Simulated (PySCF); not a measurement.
Bond stretch in CCl, doublet.

Computed with: CASSCF(11,8)/cc-pVDZ (PySCF); UMP2 = MP2 on UHF/cc-pVDZ, 6 core orbitals frozen in PySCF; UKS-wB97X-V = unrestricted wB97X-V/cc-pVDZ (PySCF).

Energies are in kJ/mol, each relative to the lowest point of its own curve near equilibrium.

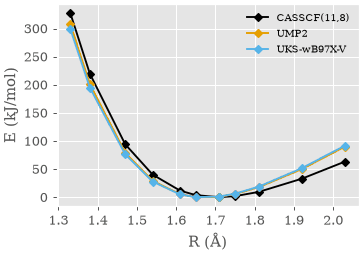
Energy against bond length for each method.

| R / Å | CASSCF(11,8) | UMP2 | UKS-wB97X-V |
|---|---|---|---|
| 1.33 | 327.7 | 308.4 | 299.5 |
| 1.38 | 219.5 | 200.9 | 194.8 |
| 1.47 | 94.1 | 79.2 | 76.3 |
| 1.54 | 40.1 | 29.1 | 27.8 |
| 1.61 | 11.6 | 5.2 | 4.8 |
| 1.65 | 3.6 | 0.0 | 0.0 |
| 1.71 | 0.0 | 0.7 | 1.2 |
| 1.75 | 1.8 | 5.6 | 6.2 |
| 1.81 | 9.3 | 17.7 | 18.7 |
| 1.92 | 32.9 | 49.9 | 51.6 |
| 2.03 | 63.4 | 89.9 | 91.8 |

At the longest distance, 2.03 Å, UKS-wB97X-V lies highest above its minimum (91.8 kJ/mol) and CASSCF(11,8) lowest (63.4 kJ/mol).

The scan ran from 1.33 to 6.63 Å; beyond the distances shown one of the unrestricted levels run for this scan, shown here or not, changes its spin distribution in one step.
